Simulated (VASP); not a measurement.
Band structure of NiO (rock salt, AFM-II order). Computed with PBE GGA with D3 dispersion (Becke-Johnson damping), VASP's PBE PAW potentials (set 64) (plane waves; VASP).

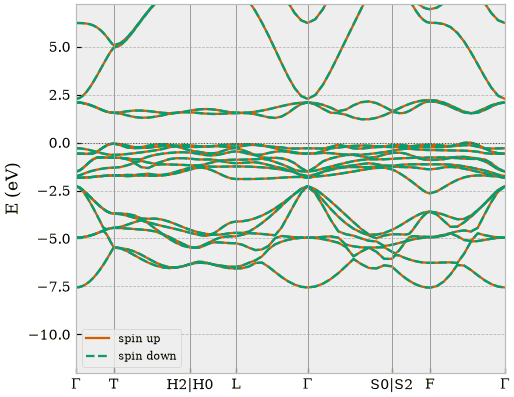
Figure. Bands along high-symmetry lines, zero at the valence-band maximum or, without a gap, the Fermi level

Read the plot: is there a gap, and where are the band edges?

The gap is indirect, 1.21 eV, from the valence maximum at F-Γ at 0.55 to the conduction minimum at Γ-S0 at 0.73. (Edges off the drawn lines would not show.)

The compound is NiO in the rock salt, AFM-II order structure. It was relaxed first.
